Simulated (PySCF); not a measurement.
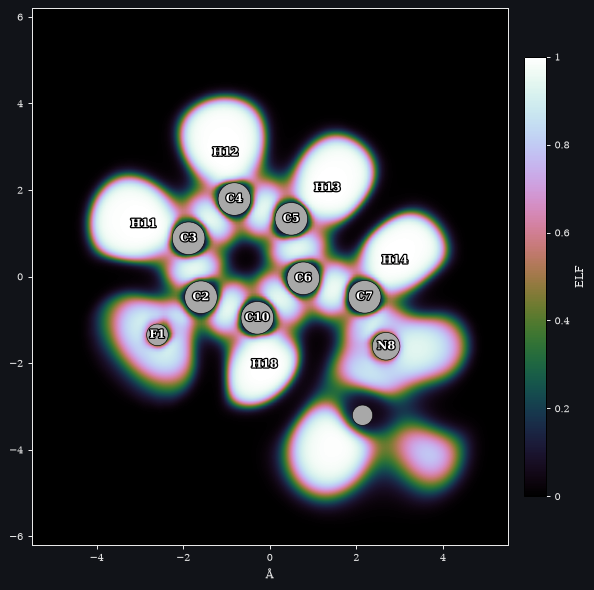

The picture shows: C7H8FNSi (SMILES Fc1cccc(/C=N\[SiH3])c1). ELF on the plane of atoms C6, C5 and H13. Grey discs cover the atomic cores.

Geometry: PBE0-D3(BJ)/def2-SVP.

All numbers below come from PBE0/pcSseg-1, SCF density, gas phase, non-relativistic (PySCF 2.14.0).

Input

```
{"job": {"kind": "nmr", "xc": "PBE0", "basis": "pcSseg-1"}, "charge": 0, "multiplicity": 1}
F     -1.896994     2.335471     1.318384
C     -1.730998     1.028288     1.135957
C     -2.803959     0.172919     1.369214
C     -2.628977    -1.192919     1.159625
C     -1.401050    -1.683832     0.724815
C     -0.321835    -0.815589     0.509966
C      0.965498    -1.396328     0.064801
N      2.111821    -0.868987     0.012793
Si     2.866206     0.641035     0.416787
C     -0.497045     0.559156     0.714256
H     -3.755911     0.589643     1.703047
H     -3.462630    -1.876470     1.334300
H     -1.265318    -2.754604     0.552626
H      0.862922    -2.455271    -0.253470
H      2.471201     1.148974     1.772099
H      2.504178     1.677902    -0.602440
H      4.344716     0.458847     0.399340
H      0.301055     1.279923     0.532736
```

Launched as:

```sh
OMP_NUM_THREADS=1 python probes_run.py task.json out
```

> Describe what can be read from this map.

- The section cuts through F, C, N and H sites.
- C–N (1.26 Å): the ELF peaks at about 0.90 between the atoms (a multiple bond).
- C–F (1.33 Å): the ELF peaks at about 0.85 between the atoms; a polar covalent bond.
- C–C (1.39 Å): the ELF peaks at about 0.95 between the atoms (localised, covalent bonding).
- C–H (1.09 Å): the ELF climbs to about 1 towards the hydrogen, as it does in any bond to H (an ordinary covalent bond to hydrogen).
- C–C (1.48 Å): the ELF peaks at about 0.95 between the atoms; a shared electron pair.
- The ELF also peaks beside F1 and N8, away from the bonds: lone-pair regions.
